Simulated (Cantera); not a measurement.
A closed system holds: 1 mol SiH4, 0.11 mol O2, 96 mol H2, equilibrated at 1.00 bar.

Cantera equilibrium calculation (NASA polynomials, part measured and part estimated; ideal gas, pure solids and liquids). Candidate condensed phases: H2O, Si, SiO2; 18 gas species. Mutual solubility and eutectic melting of coexisting phases are not modelled. The tables hold silica as quartz up to 1696 K and as liquid above; real silica turns to tridymite and cristobalite and melts near 1996 K. Gases not in the tables: Si2H6 and higher silanes. Kinetics and transport are ignored.

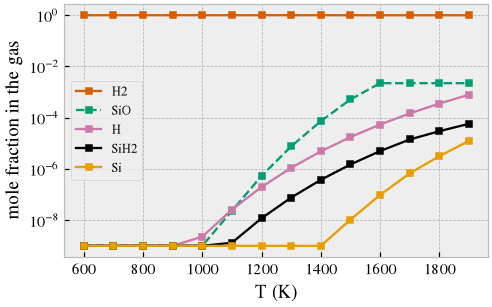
Equilibrium gas composition (values under 1e-9 drawn at 1e-9)

Question: Read off the mole fractions at 1500 K.

Answer: H2 about 1.00, SiO about 0.00052, H about 1.8e-5, SiH2 about 1.5e-6, Si about 1.1e-8.
